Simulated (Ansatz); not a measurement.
# Bands, cutoff and cost in G0W0 for CdF2 (Fm-3m), part 2 of 2

Wanted: a G0W0 gap for CdF2 (Fm-3m) that is converged in bands and cutoff, or an estimate of the limit.

Ansatz 0.2.0; G0W0 on PBE, plane waves, PAW; PAW set soft_1. Known limits of the many-body steps: not at the basis limit; d shell near the gap, gap tends to lie low; no spin-orbit coupling; coarse k mesh.

So far. Step 4 (251 empty bands, screening to 200 eV): Against the run with 6×6×6 mesh, 116 empty bands, screening to 120 eV, PAW set soft_1 files, the gap moves by +0.12 eV. Step 5 (Changing the k mesh: 4×4×4 mesh, 116 empty bands …): Against the run with 6×6×6 mesh, 116 empty bands, screening to 120 eV, PAW set soft_1 files, the gap moves by −0.015 eV, while the start moved by −0.02 eV. A band edge is found at another k point on this mesh.

## 6. Changing the frequency model: 6×6×6 mesh, 116 empty bands, screening to 120 eV, plasmon pole, PAW set soft_1 files

A plasmon pole stands in for the full frequency dependence of the screening; this run shows what that costs in accuracy.

Contents of input.yaml:

```yaml
crystal:
  lattice:
    - [0.0, 2.694, 2.694]
    - [2.694, 0.0, 2.694]
    - [2.694, 2.694, 0.0]
  atoms:
    - { symbol: Cd, position: [0.0, 0.0, 0.0] }
    - { symbol: F, position: [0.25, 0.25, 0.25] }
    - { symbol: F, position: [0.75, 0.75, 0.75] }
kpoints:
  mp_grid: { grid: [6, 6, 6] }
hamiltonian:
  xc: pbe
  pseudopotentials: { kind: paw, azcp: { folder: soft_1 } }
scf:
  occupations: { method: fixed }
gw:
  n_empty_bands: 116
  ecut_chi: 120
  qp_bands: [v2, c2]
  qp_kpoints: band_edges
  screening: { model: godby_needs }
```

Command:

```bash
$ ansatz run input.yaml --threads 24 --pin off --max-ram 82944MiB --backend cuda --events-out ev --progress --plain --runs-dir out --devices 1 --max-vram 78GiB
```

Numbers of over 12 decimals in the logs are rounded to 6 here.

Output:

```text
GPUs: using 1 of 1 available (devices: 1).
[...]
Crystal: 3 atoms, lattice volume = 39.104 Å³
Basis set: ecut = 420 eV, 749 PW (Γ)
Bands: 21, of which v1, the nominal top of the filled ones, is band 17 counted from 1 (16 counted from 0)
Symmetry: 48 space group operations
[...]
k-points: 16 of 216
[...]
3    18     13.6270   -13.0369    -3.8097   -18.4820  0.8522    15.2746    15.2625  root
[...]
15    16      5.8483   -31.9864     6.1689   -24.3668  0.7915     4.3828     4.3977  root
    15    17      6.4110   -33.4992     5.9314   -26.1523  0.8004     4.9834     4.9955  root
    15    18     14.5083   -12.3589    -4.1826   -18.3170  0.8535    16.2939    16.2837  root
    15    19     17.1123    -8.2097    -4.2475   -13.6512  0.8665    18.3115    18.3062  root
[key lines of the parts left out:]
SCF converged after 8 iterations
Free energy (F): -9872.213641 eV
Fermi energy:    6.410965 eV
```

Run time: 4.5 s. Hardware: 1 × NVIDIA GB200 (shared by 2 runs) with 24 threads of Arm Neoverse V2, shared host; peak memory 1.2 GiB.

Numbers from this step:

```yaml
bands_summed: 133
plasmon_pole_fit_frequency: 34.62 eV
rpa_eps_infinity_on_this_mesh_eigenvalues: 2.781, 2.781, 2.781
plane_waves_in_the_screening_matrix: 113
g0w0_gap_on_the_mesh: 5.373 eV
k_of_the_valence_top: 0.1667, -0.5, -0.3333
k_of_the_conduction_bottom: 0, 0, 0
starting_gap_on_the_mesh: 3.118 eV
least_direct_g0w0_gap_on_the_computed_points: 6.075 eV
```

Against the run with 6×6×6 mesh, 116 empty bands, screening to 120 eV, PAW set soft_1 files, the gap moves by +0.03 eV.

## 7. Changing the files: 6×6×6 mesh, 116 empty bands, screening to 120 eV, hard PAW files

Other atomic data (hard PAW) test the pseudisation: the cutoff goes from 420 to 1050 eV, with the same valence electrons.

This step: G0W0 on PBE, plane waves, PAW.

input.yaml, the sections that differ from step 6:

```yaml
hamiltonian:
  xc: pbe
  pseudopotentials: { kind: paw, source: ansatz }
gw:
  n_empty_bands: 116
  ecut_chi: 120
  qp_bands: [v2, c2]
  qp_kpoints: band_edges
  screening: { model: contour_deformation }
# crystal, kpoints, scf: as in step 6
```

Output:

```text
GPUs: using 1 of 1 available (devices: 1).
[...]
Crystal: 3 atoms, lattice volume = 39.104 Å³
Basis set: ecut = 1050 eV, 2975 PW (Γ)
Bands: 21, of which v1, the nominal top of the filled ones, is band 17 counted from 1 (16 counted from 0)
Symmetry: 48 space group operations
[...]
k-points: 16 of 216
[...]
3    18     13.5557   -13.0055    -3.9504   -18.4432  0.8210    15.0706    15.0429  root
[...]
15    16      5.7773   -31.9830     6.2135   -24.3565  0.7509     4.3277     4.3643  root
    15    17      6.3406   -33.4842     5.9324   -26.1315  0.7646     4.8887     4.9203  root
    15    18     14.4383   -12.3341    -4.3586   -18.2880  0.8181    16.0683    16.0336  root
    15    19     17.0408    -8.1936    -4.3503   -13.6325  0.8308    18.1461    18.1294  root
[key lines of the parts left out:]
SCF converged after 8 iterations
Free energy (F): -9873.606621 eV
Fermi energy:    6.340612 eV
```

It took 4.7 s on 1 × NVIDIA GB200 (shared by 2 runs) with 24 threads; peak memory 1.3 GiB.

This step gave:

- bands summed: 133
- RPA ε∞ on this mesh (eigenvalues): 2.782, 2.782, 2.782
- plane waves in the screening matrix: 113
- G0W0 gap on the mesh: 5.345 eV
- k of the valence top: 0.1667, -0.5, -0.3333
- k of the conduction bottom: 0, 0, 0
- starting gap on the mesh: 3.115 eV
- least direct G0W0 gap on the computed points: 6.039 eV

Against the run with 6×6×6 mesh, 116 empty bands, screening to 120 eV, PAW set soft_1 files, the gap moves by +0.004 eV.

## 8. Convergence and cost

Times are wall times on 1 × NVIDIA GB200 (shared by 2 runs) with 24 threads of Arm Neoverse V2, shared host, good to a factor of about two.

| mesh | files | frequency | bands summed | cutoff (eV) | start (eV) | G0W0 (eV) | time | host memory (GiB) |
| --- | --- | --- | --- | --- | --- | --- | --- | --- |
| 6×6×6 | PAW set soft_1 | contour deformation | 58 | 60 | 3.118 | 5.501 | 3 s | 1.1 |
| 6×6×6 | PAW set soft_1 | contour deformation | 133 | 120 | 3.118 | 5.341 | 4.8 s | 1.2 |
| 6×6×6 | PAW set soft_1 | contour deformation | 268 | 200 | 3.118 | 5.463 | 6.4 s | 1.4 |
| 4×4×4 | PAW set soft_1 | contour deformation | 133 | 120 | 3.098 | 5.326 | 2 s | 1.1 |
| 6×6×6 | PAW set soft_1 | plasmon pole | 133 | 120 | 3.118 | 5.373 | 4.5 s | 1.2 |
| 6×6×6 | hard PAW | contour deformation | 133 | 120 | 3.115 | 5.345 | 4.7 s | 1.3 |

The parts of the quasiparticle energy at the two band edges (eV; QP = start + Σx + Σc − Vxc):

| run | edge | start | Σx | Σc | Vxc | Z | QP |
| --- | --- | --- | --- | --- | --- | --- | --- |
| 58 bands | valence top | 6.41 | -33.50 | 5.95 | -26.15 | 0.77 | 5.02 |
| 58 bands | conduction bottom | 9.53 | -9.26 | -3.51 | -13.76 | 0.86 | 10.52 |
| 133 bands | valence top | 6.41 | -33.50 | 5.96 | -26.15 | 0.76 | 5.02 |
| 133 bands | conduction bottom | 9.53 | -9.26 | -3.67 | -13.76 | 0.86 | 10.36 |
| 268 bands | valence top | 6.41 | -33.50 | 5.79 | -26.15 | 0.76 | 4.85 |
| 268 bands | conduction bottom | 9.53 | -9.26 | -3.72 | -13.76 | 0.86 | 10.31 |

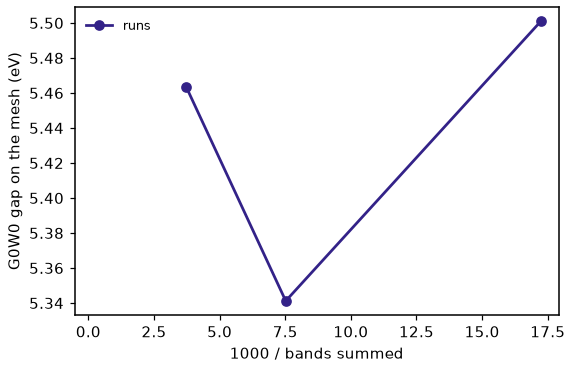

The gap against one over the number of bands.

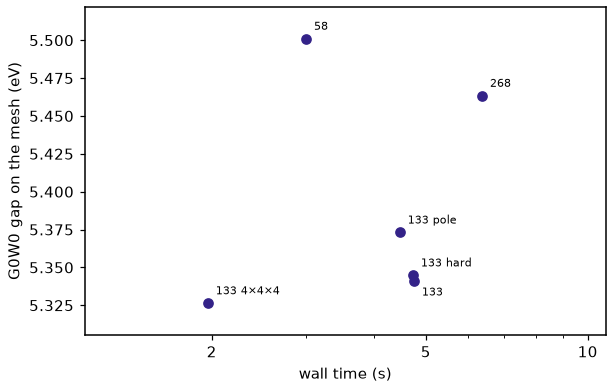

Result against wall time.

## 9. What came out

```json
{
 "58 bands, 60 eV": "5.501 eV",
 "133 bands, 120 eV": "5.341 eV",
 "268 bands, 200 eV": "5.463 eV",
 "mesh and start": "6×6×6, PBE"
}
```

What this shows: From 58 to 268 bands the gap moves by −0.04 eV while the time grows 2.1-fold. Σc changes by −0.17 eV at the valence top and −0.20 eV at the conduction bottom, so the levels themselves move more than the gap between them. The gap turns back along the series, so no limit is drawn from it. On the 4×4×4 mesh in place of 6×6×6 the gap differs by −0.01 eV, of which −0.02 eV is already in the start. The plasmon-pole model gives +0.03 eV against contour deformation, 1 % of the correction, and saved no time in this program. Hard PAW files move the gap by +0.004 eV at equal bands and cutoff, −0.004 eV of it in the start. A d shell, filled or nearly so, lies near the gap. One-shot GW converges very slowly in bands there, not always from below, and on a semilocal start the gap tends to come out low; starts rich in exact exchange can overshoot instead. The many-body steps are scalar-relativistic: spin-orbit coupling is not in them.

[Paths, hosts, dates, memory and timing lines, banners, echoed tables and standing remarks are left out of the program output.]

[Logs are printed without paths, hosts, clocks, repeated set-up lines and the standing remarks that a program may print on its own settings, such as how far it seeks lower states.]

[Runs of the session that timed out or met a known fault of the program may be left out.]

[Cells called generated may have been cut or substituted from an entry of the Crystallography Open Database or the Materials Project.]

[No measured gap is set beside runs whose start may be inverted or whose files or cutoffs have a known fault.]

[Hosts, paths, dates, database ids (printed as entryN), source tags and the programs' standing remarks are cut or masked in the printed files.]
